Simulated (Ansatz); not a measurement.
# AlNi (Pm-3m): thermal expansion from first principles, part 2 of 4

How much does AlNi expand with temperature?

Experimental results on record:
- heat capacity C_P per formula unit 45.9 J/mol/K near room temperature (given in “High-Throughput Prediction of Finite-Temperature Properties using the Quasi-Harmonic Approximation”, 2016, arXiv:1603.06924)

Ansatz 0.2.0; DFT PBEsol, scalar-relativistic, plane waves, PAW (the session's first sound run).

So far. Step 2 (Probe on a coarse mesh): The start is under -3.0 GPa at this level and looks like a metal on this mesh. Step 4 (Tight relaxation): The residual pressure is -1.7e-4 GPa, small enough for phonons. The relaxed cell has a = 2.862 Å (conventional setting).

The database entry behind the starting cell differs from later determinations by our own check (about 0.2 % short), so it need not match the best structure at ambient conditions.

## (5) The quasi-harmonic study, functional PBEsol

Thermal expansion follows from how the free energy of the vibrations (and of the electrons in a metal) changes with strain, so the program makes strained cells, their phonons and a fit in one run.

The input, input.yaml:

```yaml
crystal:
  lattice:
    - [2.862022471, 0.0, 0.0]
    - [0.0, 2.862022471, 0.0]
    - [0.0, 0.0, 2.862022471]
  atoms:
    - { symbol: Al, position: [0.0, 0.0, 0.0] }
    - { symbol: Ni, position: [0.5, 0.5, 0.5] }
kpoints:
  mp_grid: { grid: [16, 16, 16] }
hamiltonian:
  xc: pbesol
scf:
  occupations: { method: methfessel_paxton, width: 0.2 }
  lower_state_search: "off"
output:
  eigenvalues: true
phonons:
  method: dfpt
  qmesh: [4, 4, 4]
  temperatures: { t_max: 900.0, t_step: 50 }
  thermal_expansion: {}
```

Started as:

```
$ ansatz run input.yaml --threads 8 --pin off --max-ram 16384MiB --backend cpu --events-out ev --progress --plain --runs-dir out
```

Numbers of over 12 decimals in the logs are rounded to 6 here.

Log:

```text
[...]
Crystal: 2 atoms, lattice volume = 23.443 Å³
Basis set: ecut = 487.2 eV, 587 PW (Γ), exchange–correlation on 48×48×48 points (8 copies of the dense FFT grid, shifted against one another)
Bands: 15, of which v1, the nominal top of the filled ones, is band 11 counted from 1 (10 counted from 0)
Symmetry: 48 space group operations
[...]
k-points: 165 of 4096
[...]
SCF iter   1: F=—  HF=-6330.872030 eV  |F-HF|=—  |Δ(HF+E_count)|=         —  Δρ=1.86e-2  dr2=4.68e-2  ethr=1.77e-3  ⟨swp⟩=4.2  Hψ=11128  notcnv=0
[...]
SCF iter   7: F=-6330.865208 eV  HF=-6330.865208 eV  |F-HF|=1.82e-12  |Δ(HF+E_count)|=  4.91e-11  S|Δr|=    0.00e0  Δρ=5.89e-8  dr2=3.92e-13  ethr=1.00e-12  ⟨swp⟩=6.7  Hψ=11263  notcnv=0
SCF 1 converged in 7 iterations: F = -6330.865208 eV  dr2 = 3.92e-13
[...]
relax step   1: F+E_penalty+E_count = -6330.86520752 eV  Δ(F+E_penalty+E_count) = +0.000e0 eV  max|allowed force component| = 1.298e-29 eV/Å  Δτ_max = 0.0000 Å  (7 SCF iters, accepted)
SCF converged after 7 iterations
[...]
Free energy (F): -6330.865208 eV
[...]
Internal energy: -6330.866289 eV  (E = F + TS)
E sigma→0 (E₀):  -6330.865478 eV
Entropy (-TS):   0.001082 eV (0.541 meV/atom)
Fermi energy:    14.190660 eV
[...]
--- Stress (GPa, compression-positive) ---
       -0.002348       0.000000       0.000000
        0.000000      -0.002348       0.000000
        0.000000       0.000000      -0.002348
  P = ⅓ Tr σ = -0.0023 GPa (-0.023 kbar)
--- Band table (eV; the first three rows and the last of 165) ---
  k-point 0: bands = [... 7 lower, 12.6232, 12.6232, 12.6232, 19.7466, 19.7466, 19.7466, 22.3718, 22.3718]
  k-point 1: bands = [... 7 lower, 12.5904, 12.5904, 12.6267, 18.9496, 19.8434, 19.8434, 22.3743, 23.0975]
  k-point 2: bands = [... 7 lower, 12.4998, 12.4998, 12.6367, 17.5589, 20.1263, 20.1263, 22.3818, 24.2434]
  k-point 164: bands = [... 7 lower, 13.2007, 13.2007, 16.1226, 16.1226, 16.1226, 18.0744, 18.7619, 18.7619]
── thermal expansion: 3 new cells, 3 in all ──
thermal expansion: relaxation of cell 2
thermal expansion: relaxation of cell 3
── thermal expansion: 2 new cells, 5 in all ──
thermal expansion: relaxation of cell 4
thermal expansion: electrons of cell 4
thermal expansion: phonons of cell 4
thermal expansion: relaxation of cell 5
thermal expansion: electrons of cell 1
thermal expansion: electrons of cell 2
thermal expansion: electrons of cell 3
thermal expansion: electrons of cell 5
thermal expansion: phonons of cell 5
── thermal expansion: 5 new cells, 10 in all ──
thermal expansion: relaxation of cell 6
thermal expansion: relaxation of cell 7
thermal expansion: relaxation of cell 8
thermal expansion: relaxation of cell 9
thermal expansion: relaxation of cell 10
thermal expansion: electrons of cell 6
thermal expansion: electrons of cell 7
thermal expansion: electrons of cell 8
thermal expansion: electrons of cell 9
thermal expansion: electrons of cell 10
thermal expansion: phonons of cell 6
thermal expansion: phonons of cell 7
WARN: thermal expansion, phonons of cell 7: eigensolver did not converge (k=43): 1 band(s) unlocked after 20 sweeps at ethr=1.00e-12 eV (lowest unlocked band 14, counted from 0; max residual 4.58e-6 eV among the unlocked bands, 4.58e-6 eV over every band)
WARN: thermal expansion: eigensolver_not_converged in the phonons of 1 cell: 7
--- Relaxed structure (1 steps of the walk, 1 accepted, 0 SCFs on fresh bases) ---
  F+E_penalty+E_count = -6330.86520752 eV   max|allowed force component| = 1.298e-29 eV/Å
  atoms:
    - { symbol: Al, position: [0.0, 0.0, 0.0] }
    - { symbol: Ni, position: [0.5, 0.5, 0.5] }
--- Thermal expansion: 10 cells in 3 rounds, 0 GPa ---
  no lower state was looked for at cell 4: scf.lower_state_search: off
  without vibrations: a 2.86202, b 2.86202, c 2.86202 Å, V 23.4433 Å³, B 173.24 GPa
  at 0 K: a 2.86824, b 2.86824, c 2.86824 Å, V 23.5964 Å³, B 169.99 GPa
  zero-point expansion: a +0.217, b +0.217, c +0.217, V +0.653 %
      T/K        a/Å        b/Å        c/Å       V/Å³ | expansion of a, b, c, V (1e-6/K)   | that of V in the mean from 25 °C | C_P, C_V (J/mol K of the cell) | B_T, B_S (GPa)
     0.00    2.86824    2.86824    2.86824    23.5964 |    0.00    0.00    0.00    0.00 |   23.60 |     0.000     0.000 |   169.99   169.99
   100.00    2.86897    2.86897    2.86897    23.6144 |    6.55    6.55    6.55   19.64 |   31.70 |    23.556    23.463 |   168.89   169.56
   200.00    2.87160    2.87160    2.87160    23.6796 |   11.06   11.06   11.06   33.18 |   36.04 |    40.236    39.715 |   165.89   168.07
   298.15    2.87500    2.87500    2.87500    23.7636 |   12.80   12.80   12.80   38.39 |       - |    46.241    45.220 |   162.51   166.18
   350.00    2.87695    2.87695    2.87695    23.8120 |   13.35   13.35   13.35   40.06 |   39.30 |    47.984    46.690 |   160.65   165.10
   450.00    2.88092    2.88092    2.88092    23.9107 |   14.16   14.16   14.16   42.49 |   40.75 |    50.233    48.397 |   156.96   162.91
   550.00    2.88510    2.88510    2.88510    24.0149 |   14.82   14.82   14.82   44.47 |   41.99 |    51.807    49.398 |   153.14   160.61
   650.00    2.88947    2.88947    2.88947    24.1242 |   15.44   15.44   15.44   46.32 |   43.12 |    53.103    50.080 |   149.21   158.22
   750.00    2.89402    2.89402    2.89402    24.2384 |   16.06   16.06   16.06   48.17 |   44.22 |    54.291    50.603 |   145.15   155.73
   850.00    2.89876    2.89876    2.89876    24.3578 |   16.70   16.70   16.70   50.11 |   45.31 |    55.453    51.040 |   140.97   153.17
   900.00    2.90121    2.90121    2.90121    24.4195 |   17.04   17.04   17.04   51.13 |   45.86 |    56.041    51.238 |   138.84   151.85
  the static fit leaves 0.000 meV an atom of the energies and, of the stresses, 0.000 GPa of each cell's largest along a strain (root mean squares over the cells), whose Pulay part it has at -0.029 GPa
  vibrations' free energy: its fit passes through its cells
  the electrons' free energy at temperature is in it; its fit leaves 0.0001 meV an atom at the most
  free energies summed between the sampled wave vectors
  estimated error of the fitted expansion in any direction: up to 0.022e-6/K, at 900 K, with few degrees of freedom (an estimate, not a bound: it was exceeded on models of known expansion)
  by sums over the sampled wave vectors an expansion of the volume parts by up to 0.12e-6/K
  by a static energy of one degree less an expansion of the volume parts by up to 0.07e-6/K
  eigensolver_not_converged in the phonons of 1 cell: 7
```

Wall time 20 min (8 threads of Arm Neoverse V1, shared host); peak memory 2.6 GiB.

Numbers from this step:

```yaml
pressure: -0.002348 GPa
volume_expansion_coefficient_at_298_k: 38.38 1e-6/K
c_p_at_298_k: 23.12 J/mol-atom/K
entropy_at_298_k: 26.57 J/mol-atom/K
isothermal_bulk_modulus_at_298_k: 162.5 GPa
grueneisen_parameter_at_298_k: 1.974
volume_at_298_k: 11.88 Å³/atom
principal_linear_expansion_coefficients_at_298_k: 12.8, 12.8, 12.8 1e-6/K
```

Strained cells of the study; zero-point energy where phonons were solved; the pressures are stresses at a fixed cutoff and can carry an offset from the finite basis. Expansion cells, by row:

| cell | \|a\| (Å) | \|b\| (Å) | \|c\| (Å) | V (Å³/atom) | E - E_lowest (meV/atom) | pressure, compression positive (GPa) | gap (eV) | zero-point energy (meV/atom) |
| --- | --- | --- | --- | --- | --- | --- | --- | --- |
| 1 | 2.862 | 2.862 | 2.862 | 11.72 | 0 | -0.031 | - | - |
| 2 | 2.885 | 2.885 | 2.885 | 12.01 | 3.558 | -3.963 | - | - |
| 3 | 2.839 | 2.839 | 2.839 | 11.44 | 3.686 | 4.33 | - | - |
| 4 | 2.862 | 2.862 | 2.862 | 11.72 | 0 | -0.068 | - | 43.38 |
| 5 | 2.877 | 2.877 | 2.877 | 11.9 | 1.444 | -2.574 | - | 42.16 |
| 6 | 2.896 | 2.896 | 2.896 | 12.15 | 7.941 | -5.781 | - | 40.48 |
| 7 | 2.914 | 2.914 | 2.914 | 12.37 | 17.55 | -8.311 | - | 39.04 |
| 8 | 2.834 | 2.834 | 2.834 | 11.38 | 5.722 | 5.458 | - | - |
| 9 | 2.848 | 2.848 | 2.848 | 11.55 | 1.393 | 2.607 | - | - |
| 10 | 2.937 | 2.937 | 2.937 | 12.67 | 35.96 | -11.39 | - | - |

Quasi-harmonic; a, b, c are the run's own cell vectors. Expansion, by row:

```
T (K)  a (Å)  b (Å)  c (Å)  alpha (deg)  beta (deg)  gamma (deg)  cell volume (Å³/cell)  alpha_a (1e-6/K)  alpha_b (1e-6/K)  alpha_c (1e-6/K)  alpha_V (1e-6/K)  C_P (J/mol-atom/K)  C_V (J/mol-atom/K)  S (J/mol-atom/K)  B_T (GPa)  B_S (GPa)  Grueneisen  extrapolation  fit error (1e-6/K)
    0  2.868  2.868  2.868           90          90           90                   23.6                 0                 0                 0                 0                   0                   0                 0        170        170           -              0                   0
   50  2.868  2.868  2.868           90          90           90                   23.6               2.2               2.2               2.2              6.59               3.918               3.915             1.437      169.8      169.9       2.032              0                   0
  100  2.869  2.869  2.869           90          90           90                  23.61              6.55              6.55              6.55             19.64               11.78               11.73             6.666      168.9      169.6       2.011              0                   0
  150   2.87   2.87   2.87           90          90           90                  23.64              9.38              9.38              9.38             28.15               17.05               16.91             12.53      167.5      168.9       1.986              0                   0
  200  2.872  2.872  2.872           90          90           90                  23.68             11.06             11.06             11.06             33.18               20.12               19.86             17.89      165.9      168.1       1.976              0                0.01
  250  2.873  2.873  2.873           90          90           90                  23.72              12.1              12.1              12.1             36.31               21.96               21.58              22.6      164.2      167.1       1.974              0                0.01
298.1  2.875  2.875  2.875           90          90           90                  23.76              12.8              12.8              12.8             38.39               23.12               22.61             26.57      162.5      166.2       1.974              0                0.01
  300  2.875  2.875  2.875           90          90           90                  23.77             12.82             12.82             12.82             38.45               23.16               22.64             26.72      162.4      166.1       1.974              0                0.01
  350  2.877  2.877  2.877           90          90           90                  23.81             13.35             13.35             13.35             40.06               23.99               23.34             30.35      160.7      165.1       1.977              0                0.01
  400  2.879  2.879  2.879           90          90           90                  23.86             13.79             13.79             13.79             41.36               24.62               23.84              33.6      158.8        164        1.98              0                0.01
  450  2.881  2.881  2.881           90          90           90                  23.91             14.16             14.16             14.16             42.49               25.12                24.2             36.53        157      162.9       1.984              0                0.01
  500  2.883  2.883  2.883           90          90           90                  23.96              14.5              14.5              14.5             43.51               25.54               24.48              39.2      155.1      161.8       1.989              0                0.01
  550  2.885  2.885  2.885           90          90           90                  24.01             14.82             14.82             14.82             44.47                25.9                24.7             41.65      153.1      160.6       1.994              0                0.01
  600  2.887  2.887  2.887           90          90           90                  24.07             15.13             15.13             15.13              45.4               26.24               24.88             43.91      151.2      159.4       1.999              0                0.01
  650  2.889  2.889  2.889           90          90           90                  24.12             15.44             15.44             15.44             46.32               26.55               25.04             46.03      149.2      158.2       2.005              0                0.01
  700  2.892  2.892  2.892           90          90           90                  24.18             15.75             15.75             15.75             47.24               26.85               25.18             48.01      147.2        157       2.011              0                0.02
  750  2.894  2.894  2.894           90          90           90                  24.24             16.06             16.06             16.06             48.17               27.14                25.3             49.87      145.2      155.7       2.017              0                0.02
  800  2.896  2.896  2.896           90          90           90                   24.3             16.38             16.38             16.38             49.13               27.44               25.41             51.63      143.1      154.5       2.023              0                0.01
  850  2.899  2.899  2.899           90          90           90                  24.36              16.7              16.7              16.7             50.11               27.73               25.52              53.3        141      153.2        2.03              0                0.02
  900  2.901  2.901  2.901           90          90           90                  24.42             17.04             17.04             17.04             51.13               28.02               25.62              54.9      138.8      151.8       2.037              0                0.02
```

The expansion coefficient by temperature; values in 1e-6/K:

```csv
temperature (K),volume,principal 1
0,0,0
50,6.59,2.2
100,19.6,6.55
150,28.1,9.38
200,33.2,11.1
250,36.3,12.1
298,38.4,12.8
300,38.5,12.8
350,40.1,13.3
400,41.4,13.8
450,42.5,14.2
500,43.5,14.5
550,44.5,14.8
600,45.4,15.1
650,46.3,15.4
700,47.2,15.8
750,48.2,16.1
800,49.1,16.4
850,50.1,16.7
900,51.1,17.0
```

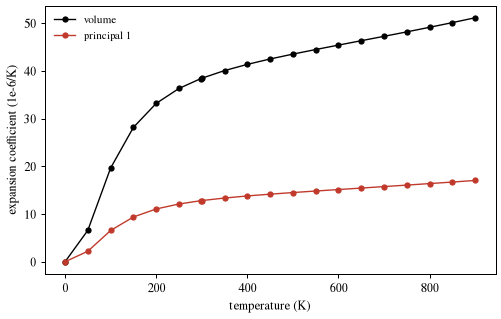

Expansion coefficient, plotted against temperature.

At 298 K the volume expansion is 38.4 × 10⁻⁶/K and B_T is 163 GPa. The program raised the cutoff to 487.2 eV by itself: with no cutoff typed, the study takes about 1.16 times the default for its relaxations and scales it with the volume for the phonons.

(Part 2 of 4 ends here.)

[Logs are printed without paths, hosts, clocks, repeated set-up lines and the standing remarks that a program may print on its own settings, such as how far it seeks lower states.]

[Hosts, paths, dates, database ids (printed as entryN), source tags and the programs' standing remarks are cut or masked in the printed files.]

[A step with changed settings may run another functional than the one named; its input shows which.]
